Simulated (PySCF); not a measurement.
B(H)(Me)(tBu), SMILES CC(BC)(C)C at its GFN2-xTB optimised geometry (Å):

```
19

B      0.8140    -0.6338     0.0000
H      1.9873    -0.6338     0.0000
C      0.0427    -2.0000    -0.0244
H      0.6252    -2.8237    -0.4306
H     -0.9072    -1.9630    -0.5527
H     -0.1968    -2.2690     1.0060
C      0.0539     0.7673     0.0000
C      0.8549     1.8620     0.7202
C     -0.0751     1.1676    -1.4848
C     -1.3532     0.7257     0.6098
H      0.3487     2.8237     0.6427
H      1.8476     1.9618     0.2880
H      0.9662     1.6197     1.7751
H      0.9045     1.2361    -1.9525
H     -0.6650     0.4361    -2.0326
H     -0.5646     2.1370    -1.5679
H     -1.9873     0.0152     0.0862
H     -1.3061     0.4349     1.6571
H     -1.8238     1.7065     0.5500
```

Computed with PySCF 2.14.0 with PBE0/def2-SVP. Cells within 0.4 Å of a nucleus heavier than hydrogen are left out (blank, or x).

Map of the log10 of the electron density (e/bohr³), floored at −4 on the plane z = 0.8 Å:

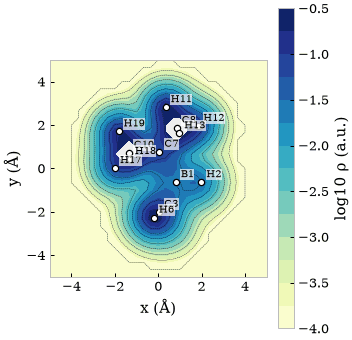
Figure: Log10 of the electron density (e/bohr³), floored at −4 on the plane z = 0.8 Å.
